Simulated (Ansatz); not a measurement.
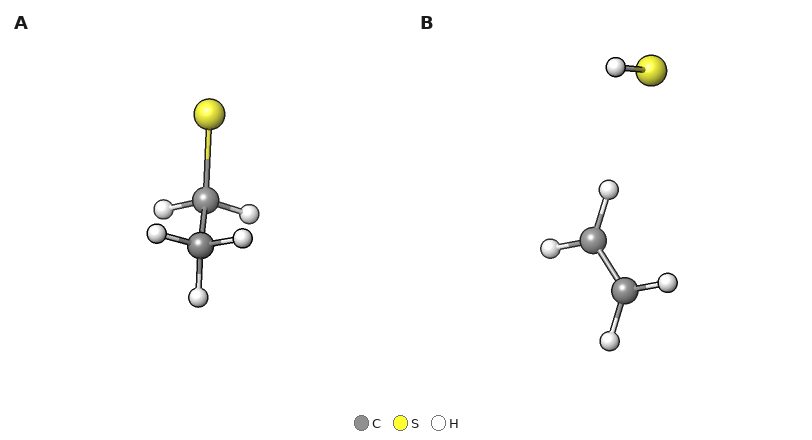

2 stationary structures of one formula. State: charge −1, singlet. Geometries: PBE0-D4/def2-TZVPD. Electronic energies: RHF-CCSD(T) (frozen core)/def2-TZVPPD (Ansatz 0.2.0), without zero-point energy. No frequency run is at hand to confirm each as a minimum. Each is one conformer, not always the lowest.

**Which is lowest in energy, and by how much?**

A is lowest (Cs); B lies 13.0 kcal/mol above it.
